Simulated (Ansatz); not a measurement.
Run report: C2H8AlBFN, nudged elastic band

C2H8AlBFN, computed with RKS B3LYP-D4/6-31G* (Ansatz 0.2.0).

It belongs to a series of runs on one base structure; here: band between the two ends. Figures and captions count atoms from 1; the log counts them from 0 in places.

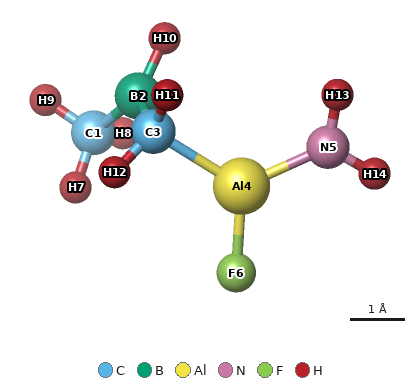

Fig. 1: The structure as given in the input (ball-and-stick view, seen at a tilt; atoms are numbered from 1 in the order of the input). Sticks mark near contacts. Bond lengths as drawn: Al–C 1.97 Å, Al–F 1.66 Å, Al–N 1.77 Å, B–C 1.54 to 1.58 Å, B–H 1.20 Å, C–H 1.10 Å and H–N 1.01 Å.

The input
```yaml
crystal:
  periodic: [false, false, false]
  atoms:
    - { symbol: C, position_ang: [-1.314256, 1.759799, 0.500376] }
    - { symbol: B, position_ang: [0.009036, 0.957242, 0.795034] }
    - { symbol: C, position_ang: [0.035134, -0.550964, 1.079827] }
    - { symbol: Al, position_ang: [0.167846, -1.332426, -0.722098] }
    - { symbol: "N", position_ang: [1.707066, -1.515339, -1.578248] }
    - { symbol: F, position_ang: [-1.206823, -1.864918, -1.488038] }
    - { symbol: H, position_ang: [-2.227328, 1.153455, 0.46833] }
    - { symbol: H, position_ang: [-1.242233, 2.332494, -0.435153] }
    - { symbol: H, position_ang: [-1.446266, 2.519615, 1.286549] }
    - { symbol: H, position_ang: [1.056834, 1.548642, 0.729648] }
    - { symbol: H, position_ang: [0.918863, -0.922147, 1.612639] }
    - { symbol: H, position_ang: [-0.889898, -0.974883, 1.490959] }
    - { symbol: H, position_ang: [2.602013, -1.212288, -1.214716] }
    - { symbol: H, position_ang: [1.817012, -1.927582, -2.496309] }
basis:
  gaussian: { orbitals: "6-31G*" }
hamiltonian:
  xc: b3lyp
  dispersion: d4
neb:
  order_check: false
  images: 7
  f_tol: 0.03
  max_iterations: 60
  initial_path: idpp
  final_atoms:
    - { symbol: C, position_ang: [-1.31343479, 1.75247747, 0.53634781] }
    - { symbol: B, position_ang: [-0.02650921, 0.90263419, 0.85738278] }
    - { symbol: C, position_ang: [-0.04437969, -0.62118277, 1.03885376] }
    - { symbol: Al, position_ang: [0.1914196, -1.28299494, -0.80037047] }
    - { symbol: "N", position_ang: [1.77911635, -1.44810962, -1.56607603] }
    - { symbol: F, position_ang: [-1.13863829, -1.73503676, -1.68764611] }
    - { symbol: H, position_ang: [-1.47896192, 2.46377773, 1.36092943] }
    - { symbol: H, position_ang: [-2.23421074, 1.17066606, 0.40893451] }
    - { symbol: H, position_ang: [-1.17239666, 2.3820762, -0.35406706] }
    - { symbol: H, position_ang: [1.03293672, 1.47504887, 0.90150552] }
    - { symbol: H, position_ang: [0.79766578, -1.04527316, 1.59925404] }
    - { symbol: H, position_ang: [-1.00034342, -1.05240962, 1.36204096] }
    - { symbol: H, position_ang: [2.6541024, -1.18850527, -1.12771751] }
    - { symbol: H, position_ang: [1.94063388, -1.80246839, -2.50057163] }
```

Run on 2 threads of Intel Xeon (Granite Rapids), 16 GiB of memory available, shared host.

Launch command:
```bash
ansatz run input.yaml --threads 2 --pin off --max-ram 3072MiB --backend cpu --events-out ev --progress --plain --runs-dir out
```

The program's output
```
Engine: ansatz 0.2.0, x86_64-unknown-linux-gnu
Functional definition: B3LYP
  parameter a0 = 0.2
  parameter ax = 0.72
  parameter ac = 0.81
  exchange = (1 - a0 - ax)*slater_x + ax*b88_x + a0*exact_x
  correlation = (1 - ac)*vwn_rpa_c + ac*lyp_c
1228 factors; integrals over basis functions are off by at most 4.4e-4 eV
mean field evaluation 1: about -13672.9609 eV, gradient 8.6e1 eV
mean field evaluation 2: about -13655.8011 eV, gradient 1.2e2 eV
mean field evaluation 4: about -13688.2546 eV, gradient 6.0e0 eV
mean field evaluation 8: about -13688.3429 eV, gradient 1.0e-1 eV
mean field evaluation 16: about -13688.3429 eV, gradient 2.1e-5 eV
mean field -13688.34294163 eV, -503.0373248127 hartree, gradient 2.1e-5 eV, S^2 0.000000; 0 other end points of the search recorded, 0 dependent functions left out
the calculation of the forces begins
reference -13688.34322690 eV, -503.0373352963 hartree; 27, 27 occupied and 83, 83 virtual orbitals, 1228 factors
1228 factors; integrals over basis functions are off by at most 4.4e-4 eV
mean field evaluation 32: about -13688.3431 eV, gradient 2.1e-5 eV
mean field -13688.34308067 eV, -503.0373299223 hartree, gradient 2.1e-5 eV, S^2 0.000000; 0 other end points of the search recorded, 0 dependent functions left out
[... from here on the field's lines of each further geometry are left out, up to the last ...]
NEB iter   1: max|band force component| = 9.875e-1 eV/Å  barrier→ = 0.0912 eV  barrier← = 0.0911 eV  Δτ_max = 0.0909 Å  (241 SCF iters)
NEB iter   2: max|band force component| = 3.121e-1 eV/Å  barrier→ = 0.0473 eV  barrier← = 0.0473 eV  CI = image 4  Δτ_max = 0.0523 Å  (178 SCF iters)
NEB iter   3: max|band force component| = 1.900e-1 eV/Å  barrier→ = 0.0420 eV  barrier← = 0.0419 eV  CI = image 4  Δτ_max = 0.0255 Å  (178 SCF iters)
NEB iter   4: max|band force component| = 1.686e-1 eV/Å  barrier→ = 0.0416 eV  barrier← = 0.0415 eV  CI = image 4  Δτ_max = 0.0213 Å  (174 SCF iters)
NEB iter   5: max|band force component| = 3.326e-2 eV/Å  barrier→ = 0.0411 eV  barrier← = 0.0411 eV  CI = image 4  Δτ_max = 0.0470 Å  (164 SCF iters)
NEB iter   6: max|band force component| = 3.297e-2 eV/Å  barrier→ = 0.0406 eV  barrier← = 0.0406 eV  CI = image 4  Δτ_max = 0.0654 Å  (167 SCF iters)
NEB iter   7: max|band force component| = 3.404e-2 eV/Å  barrier→ = 0.0400 eV  barrier← = 0.0400 eV  CI = image 4  Δτ_max = 0.0328 Å  (177 SCF iters)
NEB iter   8: max|band force component| = 2.294e-2 eV/Å  barrier→ = 0.0397 eV  barrier← = 0.0396 eV  CI = image 4  Δτ_max = 0.0327 Å  (183 SCF iters)
NEB iter   9: max|band force component| = 3.379e-2 eV/Å  barrier→ = 0.0393 eV  barrier← = 0.0393 eV  CI = image 4  Δτ_max = 0.0654 Å  (26 SCF iters)
NEB iter  10: max|band force component| = 2.855e-2 eV/Å  barrier→ = 0.0390 eV  barrier← = 0.0390 eV  CI = image 4  Δτ_max = 0.0305 Å  (180 SCF iters)
the calculation of the forces begins
reference -13688.34119331 eV, -503.0372605631 hartree; 27, 27 occupied and 83, 83 virtual orbitals, 1228 factors
1228 factors; integrals over basis functions are off by at most 4.4e-4 eV
mean field -13688.30422285 eV, -503.0359019239 hartree, gradient 6.3e-5 eV, S^2 0.000000; 1 other end points of the search recorded, 0 dependent functions left out
the calculation of the forces begins
reference -13688.30450891 eV, -503.0359124363 hartree; 27, 27 occupied and 83, 83 virtual orbitals, 1228 factors
NEB iter  11: max|band force component| = 2.999e-2 eV/Å  barrier→ = 0.0387 eV  barrier← = 0.0387 eV  CI = image 4  Δτ_max = 0.0000 Å  (219 SCF iters)
```

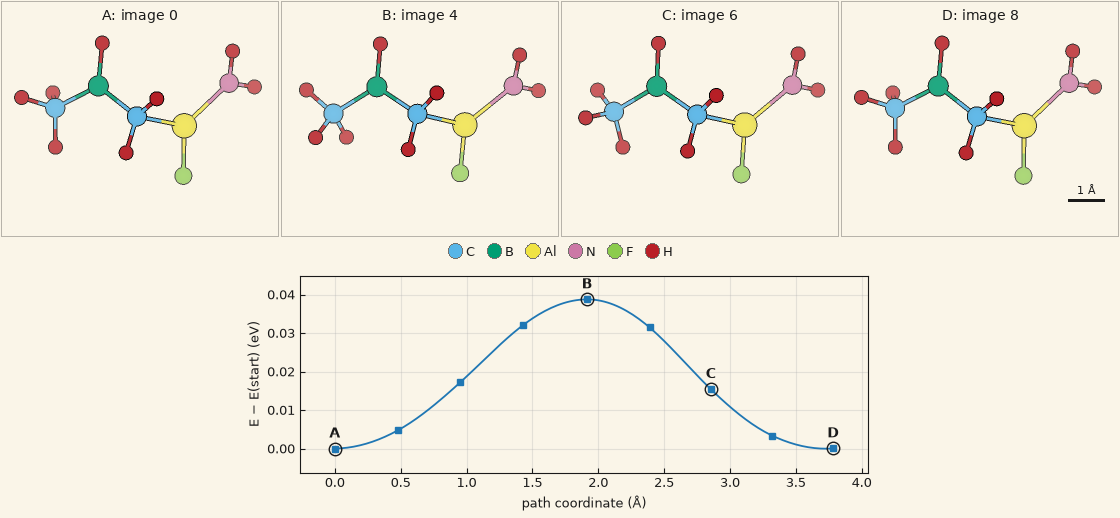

Fig. 2: Images of the last band (counted from 0; ball-and-stick, seen at a tilt) above the energy along the path; the line is a cubic interpolation that uses the forces. The highest image is number 4, 0.039 eV above the start and 0.039 eV above the end (the climbing image); start and end have the same energy. The path is 3.78 Å long. The band converged in 11 iterations.

```
Total energy: -13688.72834499 eV, -503.0514881249 hartree
Atom 0 at    -1.541174     1.530382     0.813235 Å, force     0.001597    -0.003336     0.000552 eV/Å
Atom 1 at    -0.165141     0.780330     1.008438 Å, force    -0.002409     0.001546     0.002569 eV/Å
Atom 2 at    -0.037499    -0.746313     0.863442 Å, force     0.006916    -0.001861    -0.002428 eV/Å
Atom 3 at     0.389448    -1.004653    -1.037930 Å, force     0.000752    -0.000119     0.011106 eV/Å
Atom 4 at     2.046438    -1.130192    -1.649076 Å, force    -0.003280    -0.002074    -0.009888 eV/Å
Atom 5 at    -0.847299    -1.125544    -2.140909 Å, force     0.003001     0.003426    -0.002854 eV/Å
Atom 6 at    -2.315479     1.107374     1.469106 Å, force    -0.000548     0.000695    -0.000818 eV/Å
Atom 7 at    -1.918549     1.376560    -0.210336 Å, force     0.000232    -0.000802    -0.001420 eV/Å
Atom 8 at    -1.497416     2.610067     0.986369 Å, force     0.000023     0.000615     0.000101 eV/Å
Atom 9 at     0.842700     1.412379     1.198050 Å, force    -0.001779     0.002982    -0.000241 eV/Å
Atom 10 at     0.813908    -1.192821     1.391819 Å, force    -0.000408     0.001146    -0.000205 eV/Å
Atom 11 at    -0.955974    -1.322870     1.033893 Å, force    -0.000530    -0.000825    -0.000930 eV/Å
Atom 12 at     2.877827    -1.058176    -1.076221 Å, force    -0.003472    -0.001008     0.004149 eV/Å
Atom 13 at     2.295210    -1.265825    -2.621080 Å, force    -0.000097    -0.000384     0.000307 eV/Å
Dipole moment:     0.352464    -0.153715     0.101055 e Å
this run last wrote the band of iteration 11 to [file]; this run last wrote the band within `neb.f_tol` of iteration 10 to [file]
```

The last band as extended XYZ (Å, eV, eV/Å)
```
14
Properties=species:S:1:pos:R:3:forces:R:3 image=0 energy=-13688.76680
C    -1.3143    1.7598    0.5004    0.0037  -0.0044  -0.0056
B     0.0090    0.9572    0.7950   -0.0005  -0.0013  -0.0030
C     0.0351   -0.5510    1.0798    0.0010   0.0033   0.0032
Al    0.1678   -1.3324   -0.7221    0.0130  -0.0026  -0.0120
N     1.7071   -1.5153   -1.5782   -0.0111   0.0020   0.0091
F    -1.2068   -1.8649   -1.4880    0.0056   0.0014   0.0009
H    -2.2273    1.1535    0.4683   -0.0008  -0.0001   0.0005
H    -1.2422    2.3325   -0.4352   -0.0014   0.0009   0.0012
H    -1.4463    2.5196    1.2865    0.0009   0.0017   0.0039
H     1.0568    1.5486    0.7296   -0.0022  -0.0009   0.0016
H     0.9189   -0.9221    1.6126   -0.0014  -0.0001  -0.0015
H    -0.8899   -0.9749    1.4910    0.0010   0.0008   0.0006
H     2.6020   -1.2123   -1.2147   -0.0050  -0.0001   0.0011
H     1.8170   -1.9276   -2.4963   -0.0027  -0.0008   0.0000
14
Properties=species:S:1:pos:R:3:forces:R:3 image=1 energy=-13688.76210
C    -1.3811    1.7058    0.6032   -0.0085  -0.0027  -0.0057
B    -0.0421    0.9147    0.8546    0.0015  -0.0015  -0.0032
C     0.0211   -0.6084    1.0351    0.0036   0.0043   0.0035
Al    0.2158   -1.2531   -0.8150    0.0030  -0.0031   0.0080
N     1.7940   -1.4301   -1.5971   -0.0015  -0.0005  -0.0024
F    -1.1313   -1.6714   -1.6922    0.0001  -0.0011  -0.0012
H    -2.2969    1.1175    0.7338    0.0029  -0.0026  -0.0089
H    -1.3901    2.1182   -0.4182    0.0069   0.0109   0.0039
H    -1.4373    2.5853    1.2601   -0.0017  -0.0060   0.0084
H     0.9943    1.5283    0.8105   -0.0023   0.0025  -0.0006
H     0.9141   -0.9905    1.5446    0.0010   0.0002  -0.0009
H    -0.8918   -1.0869    1.4110   -0.0001   0.0017   0.0000
H     2.6760   -1.1901   -1.1621   -0.0018  -0.0005  -0.0002
H     1.9425   -1.7686   -2.5395   -0.0030  -0.0017  -0.0008
14
Properties=species:S:1:pos:R:3:forces:R:3 image=2 energy=-13688.74959
C    -1.4378    1.6550    0.6997   -0.0118  -0.0050  -0.0028
B    -0.0867    0.8710    0.9086    0.0049  -0.0076  -0.0072
C    -0.0035   -0.6616    0.9795    0.0041   0.0090   0.0092
Al    0.2688   -1.1778   -0.8997    0.0026  -0.0030   0.0111
N     1.8807   -1.3354   -1.6150   -0.0043  -0.0006  -0.0084
F    -1.0406   -1.4998   -1.8699    0.0024  -0.0015  -0.0018
H    -2.3339    1.1013    1.0043    0.0003  -0.0063  -0.0154
H    -1.5550    1.8821   -0.3734    0.0116   0.0181  -0.0001
H    -1.4361    2.6305    1.2012   -0.0031  -0.0048   0.0149
H     0.9451    1.4941    0.9019   -0.0037   0.0050  -0.0029
H     0.8862   -1.0596    1.4833    0.0027   0.0001  -0.0008
H    -0.9132   -1.1806    1.3056    0.0019   0.0006   0.0020
H     2.7451   -1.1430   -1.1247   -0.0037  -0.0027   0.0032
H     2.0679   -1.6055   -2.5725   -0.0039  -0.0014  -0.0010
14
Properties=species:S:1:pos:R:3:forces:R:3 image=3 energy=-13688.73475
C    -1.4884    1.5990    0.7726   -0.0101  -0.0035   0.0078
B    -0.1256    0.8267    0.9592    0.0066  -0.0114  -0.0177
C    -0.0270   -0.7077    0.9198    0.0034   0.0124   0.0148
Al    0.3266   -1.0965   -0.9751    0.0046  -0.0080   0.0161
N     1.9653   -1.2337   -1.6320   -0.0076   0.0006  -0.0147
F    -0.9443   -1.3273   -2.0199    0.0045   0.0026  -0.0048
H    -2.3370    1.0973    1.2550   -0.0015  -0.0062  -0.0127
H    -1.7347    1.6333   -0.3022    0.0110   0.0132  -0.0071
H    -1.4542    2.6401    1.1103   -0.0044   0.0007   0.0140
H     0.9015    1.4536    1.0270   -0.0037   0.0063  -0.0015
H     0.8469   -1.1283    1.4330    0.0030  -0.0013  -0.0020
H    -0.9410   -1.2576    1.1766    0.0021  -0.0014   0.0017
H     2.8124   -1.0909   -1.0967   -0.0053  -0.0031   0.0068
H     2.1865   -1.4373   -2.5988   -0.0026  -0.0009  -0.0008
14
Properties=species:S:1:pos:R:3:forces:R:3 image=4 energy=-13688.72806
C    -1.5412    1.5304    0.8132    0.0016  -0.0033   0.0006
B    -0.1651    0.7803    1.0084   -0.0024   0.0015   0.0026
C    -0.0375   -0.7463    0.8634    0.0069  -0.0019  -0.0024
Al    0.3894   -1.0047   -1.0379    0.0008  -0.0001   0.0111
N     2.0464   -1.1302   -1.6491   -0.0033  -0.0021  -0.0099
F    -0.8473   -1.1255   -2.1409    0.0030   0.0034  -0.0029
H    -2.3155    1.1074    1.4691   -0.0005   0.0007  -0.0008
H    -1.9185    1.3766   -0.2103    0.0002  -0.0008  -0.0014
H    -1.4974    2.6101    0.9864    0.0000   0.0006   0.0001
H     0.8427    1.4124    1.1981   -0.0018   0.0030  -0.0002
H     0.8139   -1.1928    1.3918   -0.0004   0.0011  -0.0002
H    -0.9560   -1.3229    1.0339   -0.0005  -0.0008  -0.0009
H     2.8778   -1.0582   -1.0762   -0.0035  -0.0010   0.0041
H     2.2952   -1.2658   -2.6211   -0.0001  -0.0004   0.0003
14
Properties=species:S:1:pos:R:3:forces:R:3 image=5 energy=-13688.73533
C    -1.5737    1.4649    0.8321   -0.0072   0.0031   0.0150
B    -0.2078    0.7072    1.0584    0.0181  -0.0050  -0.0274
C    -0.0595   -0.8036    0.8026   -0.0092   0.0139   0.0253
Al    0.4396   -0.9402   -1.0921    0.0125  -0.0068   0.0131
N     2.1173   -0.9785   -1.6567   -0.0062   0.0012  -0.0188
F    -0.7597   -1.0548   -2.2361    0.0039   0.0092  -0.0096
H    -2.2700    1.1768    1.6360    0.0042   0.0114   0.0081
H    -2.0720    1.1644   -0.1005   -0.0122  -0.0172   0.0015
H    -1.4971    2.5567    0.8468    0.0044  -0.0029  -0.0165
H     0.7710    1.3232    1.3938   -0.0017  -0.0031   0.0138
H     0.7586   -1.2892    1.3484   -0.0035  -0.0027  -0.0037
H    -0.9872   -1.3867    0.8790    0.0006  -0.0034  -0.0097
H     2.9296   -0.9087   -1.0568   -0.0054   0.0008   0.0087
H     2.3978   -1.0609   -2.6260    0.0017   0.0014   0.0001
14
Properties=species:S:1:pos:R:3:forces:R:3 image=6 energy=-13688.75137
C    -1.6124    1.3886    0.8541   -0.0046   0.0048   0.0088
B    -0.2562    0.6219    1.0919    0.0042  -0.0126  -0.0043
C    -0.0796   -0.8657    0.7429   -0.0067   0.0089   0.0148
Al    0.4880   -0.8734   -1.1381    0.0080  -0.0087   0.0099
N     2.1832   -0.8221   -1.6465   -0.0037   0.0029  -0.0135
F    -0.6670   -0.9705   -2.3285    0.0059   0.0099  -0.0075
H    -2.2146    1.2692    1.7710    0.0087   0.0164   0.0063
H    -2.2226    0.9790    0.0387   -0.0106  -0.0147   0.0073
H    -1.4974    2.4678    0.7050    0.0016  -0.0020  -0.0194
H     0.6873    1.2212    1.5401   -0.0005  -0.0032   0.0014
H     0.7151   -1.3861    1.2905   -0.0001  -0.0039  -0.0047
H    -1.0069   -1.4546    0.7330    0.0008  -0.0021  -0.0073
H     2.9729   -0.7587   -1.0165   -0.0055   0.0013   0.0074
H     2.4972   -0.8458   -2.6088    0.0024   0.0027   0.0008
14
Properties=species:S:1:pos:R:3:forces:R:3 image=7 energy=-13688.76342
C    -1.6458    1.3086    0.8824   -0.0034   0.0024   0.0069
B    -0.3015    0.5210    1.1116    0.0014  -0.0081  -0.0042
C    -0.1071   -0.9418    0.6839   -0.0024   0.0032   0.0066
Al    0.5245   -0.8132   -1.1743    0.0033  -0.0041   0.0056
N     2.2327   -0.6503   -1.6095   -0.0023   0.0017  -0.0064
F    -0.5776   -0.8925   -2.4149    0.0028   0.0059  -0.0036
H    -2.1534    1.3767    1.8593    0.0030   0.0102   0.0001
H    -2.3500    0.8284    0.1919   -0.0026  -0.0058   0.0054
H    -1.4886    2.3472    0.5653    0.0004  -0.0023  -0.0097
H     0.6266    1.1021    1.6136    0.0007  -0.0021  -0.0019
H     0.6778   -1.4923    1.2160    0.0012  -0.0021  -0.0031
H    -1.0283   -1.5342    0.6051    0.0004  -0.0019  -0.0017
H     2.9926   -0.5847   -0.9440   -0.0042   0.0007   0.0048
H     2.5851   -0.6042   -2.5576    0.0017   0.0021   0.0012
14
Properties=species:S:1:pos:R:3:forces:R:3 image=8 energy=-13688.76676
C    -1.5038    1.4630    0.8276    0.0001   0.0065  -0.0107
B    -0.1726    0.6503    1.0488   -0.0013   0.0102   0.0111
C    -0.0654   -0.8668    0.8436    0.0100  -0.0032   0.0020
Al    0.3666   -1.0192   -1.0712    0.0030  -0.0124  -0.0131
N     2.0156   -0.8733   -1.6988    0.0024   0.0050   0.0109
F    -0.8466   -1.3205   -2.1657    0.0055   0.0057   0.0091
H    -1.7946    1.9270    1.7833    0.0002  -0.0039  -0.0033
H    -2.3558    0.8708    0.4724    0.0007   0.0021   0.0027
H    -1.3543    2.3072    0.1391   -0.0025  -0.0061   0.0073
H     0.8241    1.2642    1.3346   -0.0001  -0.0022  -0.0057
H     0.7674   -1.3608    1.3588   -0.0047   0.0001  -0.0048
H    -0.9997   -1.4312    0.9568   -0.0013   0.0007  -0.0030
H     2.8281   -0.6745   -1.1283   -0.0080  -0.0023  -0.0034
H     2.2782   -0.9653   -2.6722   -0.0039  -0.0001   0.0009
```

Summary

| quantity | value |
| --- | --- |
| outcome | converged |
| barrier, forward | 0.039 eV |
| barrier, backward | 0.039 eV |
| wall time | 2.4 min (CPU time 4.7 min) |
| peak memory | 0.28 GiB |

Remarks

The order of the saddle point was not checked.
